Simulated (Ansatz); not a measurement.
## Electronic structure of CH₃NOSi (SMILES N=C1O[SiH2]1) in real space

The calculation's input:

```
crystal:
  periodic: [false, false, false]
  atoms:
    - {symbol: N, position_ang: [-1.071008, -1.580223, -0.416291]}
    - {symbol: C, position_ang: [-0.312356, -0.650835, -0.079205]}
    - {symbol: O, position_ang: [0.759232, -0.712639, 0.784198]}
    - {symbol: Si, position_ang: [0.600568, 0.880311, 0.209579]}
    - {symbol: H, position_ang: [-1.778540, -1.252154, -1.066549]}
    - {symbol: H, position_ang: [0.185956, 1.890217, 1.205879]}
    - {symbol: H, position_ang: [1.677348, 1.357323, -0.683410]}
basis:
  gaussian: {orbitals: def2-TZVPP}
hamiltonian: {xc: pbe0, dispersion: d4}
output: {orbitals: {seedname: orbitals}}
```

Run with:

```sh
ansatz run in.yaml --threads 2 --pin off --events-out ev --progress --plain --max-ram 4352MiB
```

Geometry: PBE0-D4/def2-TZVP.

Level of theory: RKS PBE0-D4/def2-TZVPP in Ansatz 0.2.0.

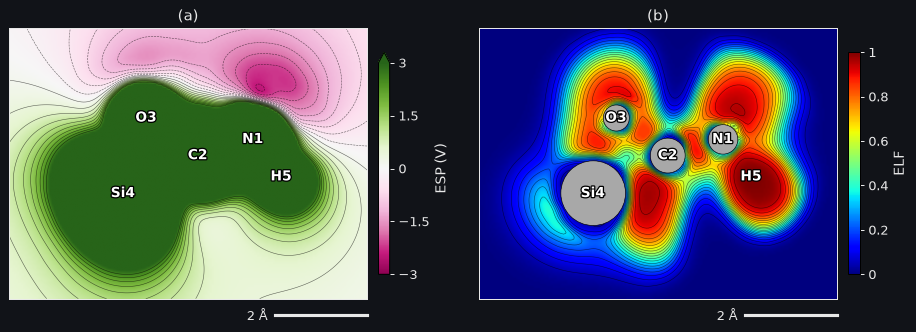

Figure 1. (a) electrostatic potential; (b) ELF on the plane of atoms C2, N1 and H5. Grey discs cover the atomic cores in the ELF map.

Describe what can be read from this map.

Answer. The section cuts through N, C, O, Si and H sites. C–N (1.25 Å): the ELF peaks at about 0.90 between the atoms; a multiple bond. C–O (1.38 Å): the ELF peaks at about 0.85 between the atoms: a shared but strongly polarised pair. Si–O (1.70 Å): the ELF peaks at about 0.80 between the atoms: a shared but strongly polarised pair. C–Si (1.81 Å): the ELF peaks at about 0.80 between the atoms: a shared electron pair. N–H (1.02 Å): the ELF climbs to about 1 towards the hydrogen, as it does in any bond to H: a covalent bond by its length. The ELF also peaks beside N1 and O3, away from the bonds: lone-pair regions. Outside the dense part of the molecule the potential is most negative (−2.4 V) near N1.

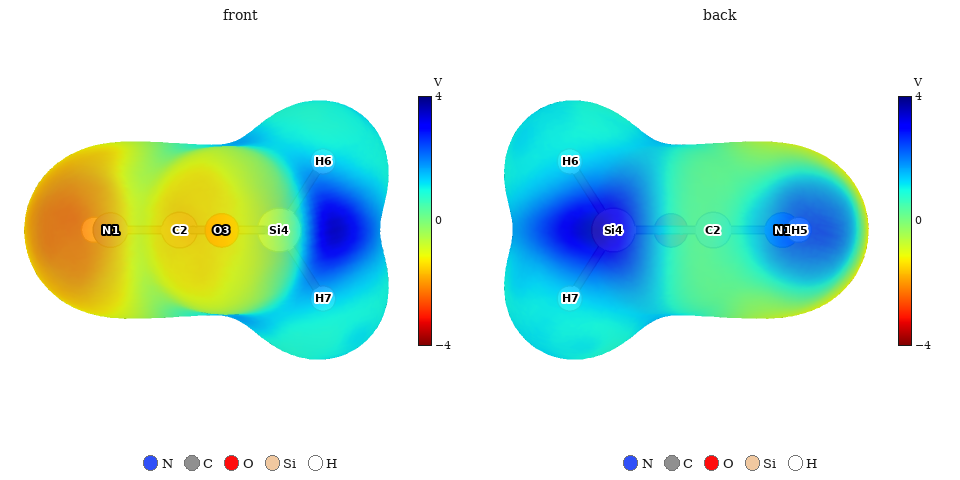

Figure 2. The electrostatic potential painted on the density surface at 0.004 e/bohr³, seen from the front and from behind; red is negative and blue positive.

Where is the surface potential most negative and most positive?

Answer. The most negative region (about −2.2 V) lies over N1, the most positive (about +3.4 V) over Si4. N1 is the likeliest acceptor of a hydrogen bond.

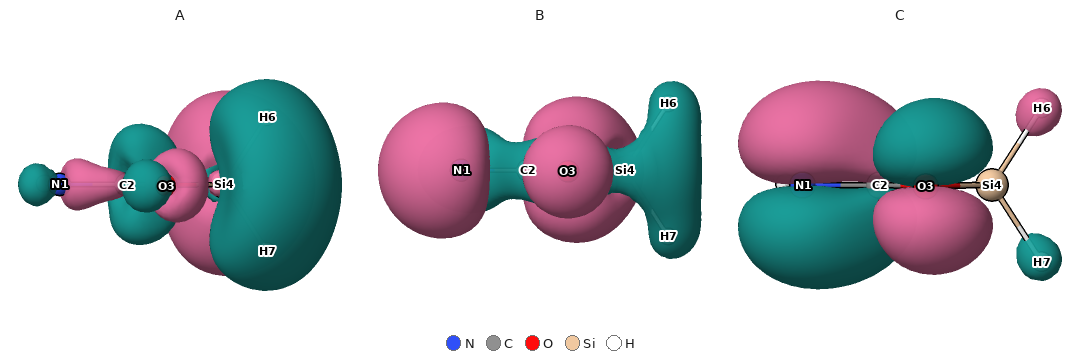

Figure 3. Three frontier orbitals at ±0.08 Å⁻³ᐟ² (teal and pink are the two phases), in no order.

Which picture is the HOMO−1, the HOMO and the LUMO?

Answer. C is the HOMO−1 (−8.28 eV). By Hirshfeld shares it lies mainly on N1 (about 45 %), O3 (about 30 %) and C2 (about 15 %); largely a combination of lone pairs on N1 and O3. B is the HOMO (−7.28 eV). By Hirshfeld shares it lies mainly on N1 (about 40 %), Si4 (about 20 %), C2 (about 15 %) and O3 (about 15 %). A is the LUMO (−1.32 eV). Its weight (Hirshfeld) is mainly on Si4 (about 65 %), C2 (about 10 %), O3 (about 10 %), H6 (about 5 %) and H7 (about 5 %).

What is the HOMO–LUMO gap?

Answer. 5.96 eV between the orbital energies.
